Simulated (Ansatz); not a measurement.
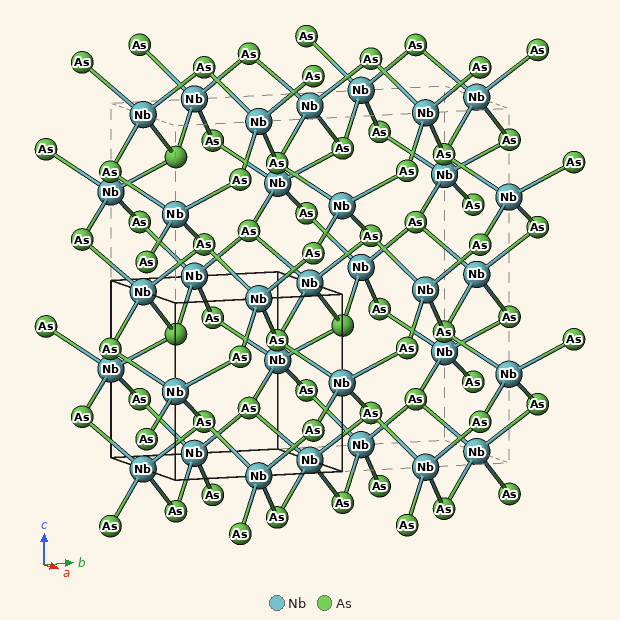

System Nb3As4 (space group P-43m, No. 215); source of the atomic positions: the geometry relaxed with Ansatz 0.2.0, DFT PBE, scalar-relativistic, plane waves, PAW; the starting structure was generated, so it need not be a known form of this composition.

Bonds are taken as As–Nb below 2.8 Å. Atoms with one bond or none are removed and atoms with two bonds are replaced by edges, until no such atom is left.

What kind of net remains, and which atoms are its nodes?

A binodal (3,4)-connected, three-periodic net: As is a 3-connected node; Nb is a 4-connected node, in the ratio 4:3.

Is the net interpenetrated?

It is a single net, without interpenetration.

Give the point symbol of each node (shortest cycle at each angle).

As: 6³; Nb: 6²·8⁴.
